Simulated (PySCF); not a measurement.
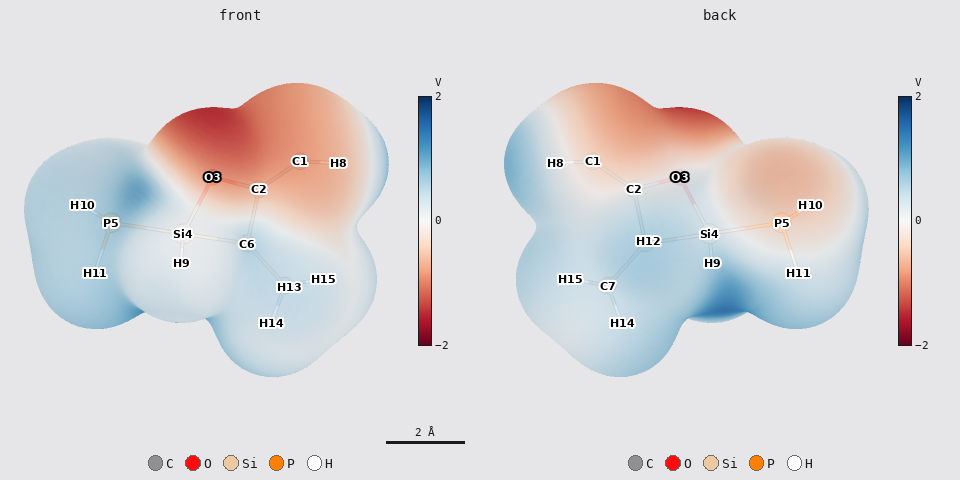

C4H8OPSi (doublet). The electrostatic potential painted on the density surface at 0.001 e/bohr³, seen from the front and from behind; red is negative and blue positive.

Geometry: GFN2-xTB.

Computed with UKS B3LYP, pcH-1 on C H O P Si, non-relativistic, mean-field spin-orbit, GIAO in PySCF 2.14.0, density-fitted response routines.

```xyz
15

C    -1.5076    0.0730    2.2158
C    -0.5927   -0.0795    1.3320
O     0.7523   -0.3560    1.5432
Si    1.2284   -0.2606   -0.0501
P     2.0673   -2.2078   -0.7454
C    -0.6661   -0.0016   -0.2112
C    -1.2239    1.2934   -0.7572
H    -2.5460    0.2792    2.2661
H     1.9977    0.9715   -0.2536
H     3.2876   -2.0110   -0.1233
H     2.5232   -1.6978   -1.9485
H    -1.2299   -0.8528   -0.5968
H    -0.6993    2.1471   -0.3344
H    -1.1136    1.3213   -1.8400
H    -2.2819    1.3896   -0.5185
```

Describe the electrostatic potential map.

Answer. The most negative region (about −1.5 V) lies over O3, the most positive (about +1.4 V) over Si4. O3 is the likeliest acceptor of a hydrogen bond.
